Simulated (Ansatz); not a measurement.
A series of calculations on SiNH₂Br

Part 1: Relaxation

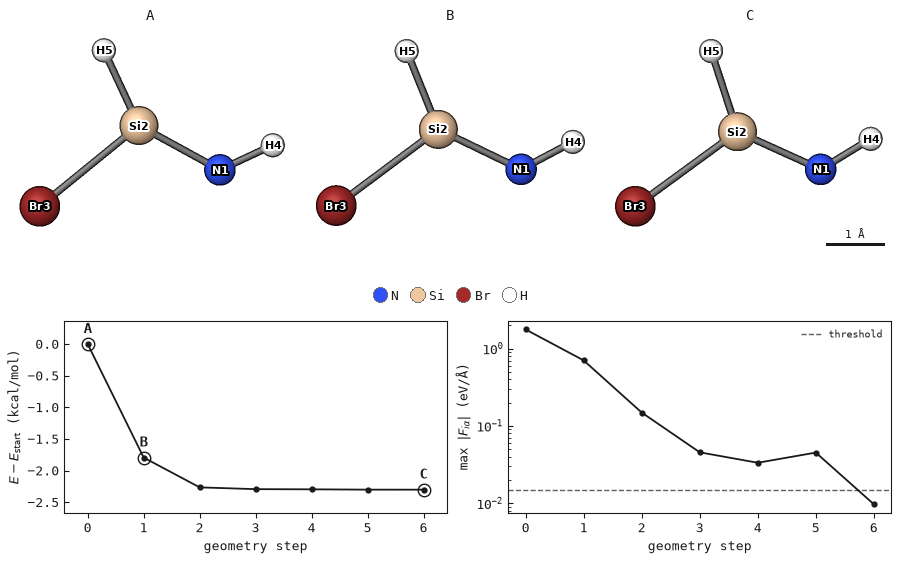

Frames of a relaxation of SiNH2Br, marked on the history of the run. A ball-and-stick model, seen face on.

The run prepares an end point of a later path (torsion) calculation, from a guessed geometry.

These are results of RKS PBE0/def2-mTZVP in Ansatz 0.2.0, not measurements.

Input
```yaml
crystal:
  periodic: [false, false, false]
  atoms:
    - { symbol: "N", position_ang: [-0.63087, -1.072, 0.07211] }
    - { symbol: Si, position_ang: [0.26076, 0.26329, 0.01983] }
    - { symbol: Br, position_ang: [-0.86229, 1.96516, -0.83604] }
    - { symbol: H, position_ang: [-0.33391, -1.97, 0.4191] }
    - { symbol: H, position_ang: [1.56631, 0.81355, 0.325] }
basis:
  gaussian: { orbitals: def2-mTZVP }
hamiltonian:
  xc: pbe0
relax:
  f_tol: 0.015
  max_steps: 40
output:
  orbitals: {}
```

Launched with:
```bash
ansatz run input.yaml --threads 1 --pin off --max-ram 2048MiB --backend cpu --events-out ev --progress --plain --runs-dir out
```

Q: Describe the path.

A: The largest move after the best rigid fit is that of H5, 0.13 Å. Largest moves by element: H 0.13 Å, Si 0.11 Å, Br 0.08 Å, N 0.01 Å. Near-neighbour distances that change, for instance: Si2–H5 1.449 → 1.483 Å, Si2–Br3 2.211 → 2.187 Å, N1–Si2 1.606 → 1.587 Å, N1–H4 1.007 → 1.013 Å. Bond angles that change, for instance: N1–Si2–H5 144.0° → 132.8°, N1–Si2–Br3 111.7° → 119.1°, Br3–Si2–H5 104.3° → 108.1°. After 6 geometry steps the energy has fallen by 2.30 kcal/mol. The largest force component goes from 1.8 to 0.0097 eV/Å. From step 0 to 1: Si2 moves most (0.07 Å), energy −1.79 kcal/mol. From step 1 to 6: H5 moves most (0.08 Å), energy −0.51 kcal/mol.

Part 2: Relaxation

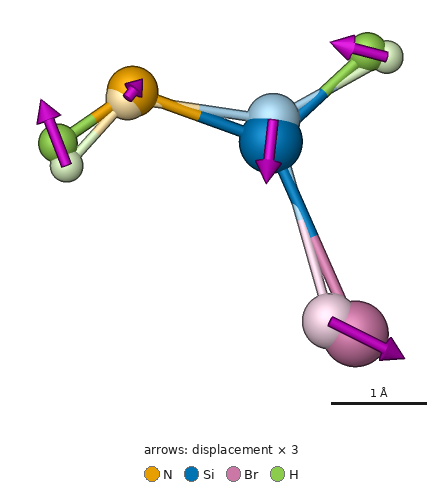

This is a relaxation of SiNH$_{2}$Br. The starting structure is drawn faded, the final one solid; purple arrows show the displacements, 3 times their true length. The two geometries are superimposed by the best rigid fit.

The picture is a ball-and-stick view, seen at a tilt.

The run prepares an end point of a later path (torsion) calculation, from a guessed geometry.

Method: RKS PBE0/def2-mTZVP in Ansatz 0.2.0.

The input:
```yaml
crystal:
  periodic: [false, false, false]
  atoms:
    - { symbol: "N", position_ang: [-0.63087, -1.072, 0.07211] }
    - { symbol: Si, position_ang: [0.26076, 0.26329, 0.01983] }
    - { symbol: Br, position_ang: [2.29308, -0.07688, 0.82239] }
    - { symbol: H, position_ang: [-0.33391, -1.97, 0.4191] }
    - { symbol: H, position_ang: [0.25625, 1.66145, -0.36163] }
basis:
  gaussian: { orbitals: def2-mTZVP }
hamiltonian:
  xc: pbe0
relax:
  f_tol: 0.015
  max_steps: 40
```

Launched with:
```bash
ansatz run input.yaml --threads 1 --pin off --max-ram 2048MiB --backend cpu --events-out ev --progress --plain --runs-dir out
```

**What happened in the run?**

The largest move after the best rigid fit is that of Br3, 0.30 Å. By element the largest moves are Br 0.30 Å, H 0.25 Å, Si 0.23 Å, N 0.09 Å. Among the contacts that change: N1–Si2 1.606 → 1.584 Å, Si2–H5 1.449 → 1.469 Å, N1–H4 1.007 → 1.012 Å. Among the angles between lasting bonds that change: N1–Si2–H5 144.0° → 119.5°, N1–Si2–Br3 111.7° → 131.5°, Br3–Si2–H5 104.3° → 109.0°. The energy falls by 0.465 eV in 5 accepted moves (6 points after the start). The largest force component goes from 2.5 to 0.0055 eV/Å. The line search rejected the trial step at point 3 of the run. Cost: 24 s on 1 thread of Arm Neoverse V1, with other jobs on the host, peak memory 0.16 GiB.

Part 3: Path

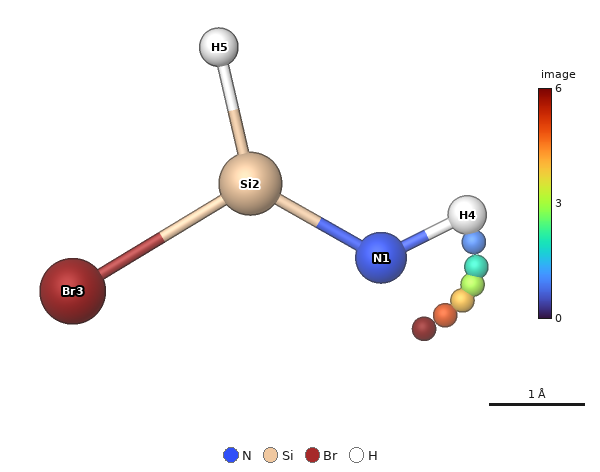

A search for the minimum-energy path of SiNH$_{2}$Br by the nudged elastic band. Images are numbered from 0 (start) to 6 (end). The start is drawn whole; smaller spheres mark the moving atoms (H) in the later images, joined by lines and coloured by the number of the image. A ball-and-stick model, seen face on.

Computed with RKS PBE0/def2-mTZVP in Ansatz.

Input
```yaml
crystal:
  periodic: [false, false, false]
  atoms:
    - { symbol: "N", position_ang: [-0.624259, -1.084741, 0.077321] }
    - { symbol: Si, position_ang: [0.162382, 0.290514, -0.02246] }
    - { symbol: Br, position_ang: [-0.853727, 2.039554, -0.852977] }
    - { symbol: H, position_ang: [-0.224701, -1.937968, 0.44913] }
    - { symbol: H, position_ang: [1.540305, 0.692642, 0.348986] }
basis:
  gaussian: { orbitals: def2-mTZVP }
hamiltonian:
  xc: pbe0
neb:
  order_check: false
  images: 5
  f_tol: 0.03
  max_iterations: 60
  final_atoms:
    - { symbol: "N", position_ang: [-0.01705074, -1.24416167, 0.33265081] }
    - { symbol: Si, position_ang: [0.27952621, 0.28014642, 0.0212801] }
    - { symbol: Br, position_ang: [-0.98497502, 1.87207559, -0.85318445] }
    - { symbol: H, position_ang: [-0.88008917, -1.7456921, 0.1680524] }
    - { symbol: H, position_ang: [1.60258872, 0.83763277, 0.33120114] }
  initial_path:
    images:
      - { positions_ang: [[-0.624259, -1.084741, 0.077321], [0.162382, 0.290514, -0.02246], [-0.853727, 2.039554, -0.852977], [-0.224701, -1.937968, 0.44913], [1.540305, 0.692642, 0.348986]] }
      - { positions_ang: [[-0.50546389, -1.13594174, -0.00142654], [0.24471247, 0.26507865, -0.0311774], [-0.89627486, 1.96503448, -0.79308424], [-0.41125953, -1.86143872, 0.48849325], [1.56828581, 0.76726834, 0.33719493]] }
      - { positions_ang: [[-0.38666877, -1.18714248, -0.08017407], [0.32704294, 0.2396433, -0.03989481], [-0.93882271, 1.89051495, -0.73319148], [-0.59781807, -1.78490945, 0.5278565], [1.59626661, 0.84189467, 0.32540386]] }
      - { positions_ang: [[-0.26787366, -1.23834322, -0.15892161], [0.40937341, 0.21420795, -0.04861221], [-0.98137057, 1.81599543, -0.67329872], [-0.7843766, -1.70838017, 0.56721975], [1.62424742, 0.91652101, 0.31361279]] }
      - { positions_ang: [[-0.18426602, -1.2402827, 0.00493586], [0.36609101, 0.23618744, -0.02531477], [-0.98257205, 1.83468882, -0.73326063], [-0.81628079, -1.72081748, 0.43416397], [1.61702785, 0.89022493, 0.31947557]] }
      - { positions_ang: [[-0.10065838, -1.24222219, 0.16879334], [0.32280861, 0.25816693, -0.00201734], [-0.98377353, 1.8533822, -0.79322254], [-0.84818498, -1.73325479, 0.30110818], [1.60980829, 0.86392885, 0.32533836]] }
      - { positions_ang: [[-0.01705074, -1.24416167, 0.33265081], [0.27952621, 0.28014642, 0.0212801], [-0.98497502, 1.87207559, -0.85318445], [-0.88008917, -1.7456921, 0.1680524], [1.60258872, 0.83763277, 0.33120114]] }
```

Command:
```bash
ansatz run input.yaml --threads 1 --pin off --max-ram 2048MiB --backend cpu --events-out ev --progress --plain --runs-dir out
```

Describe the path and its energy.

The motion is an in-plane inversion: the angle Si2–N1–H4 opens from 124° to 174° on the way and closes on the other side (127° at the end). No bond forms or breaks between the ends. Among the angles between lasting bonds that change up to the highest image: Si2–N1–H4 123.9° → 164.8°, N1–Si2–Br3 119.1° → 123.8°. Forward barrier 0.080 eV, backward barrier 0.242 eV, with image 2 at the top; the reaction energy is −0.161 eV. The band is converged. At the top, the vibrational analysis gives one imaginary mode (433i cm⁻¹), as a transition state must have.

The run took 2.6 min on 1 thread of Arm Neoverse V1 (shared host), peak memory 0.16 GiB.
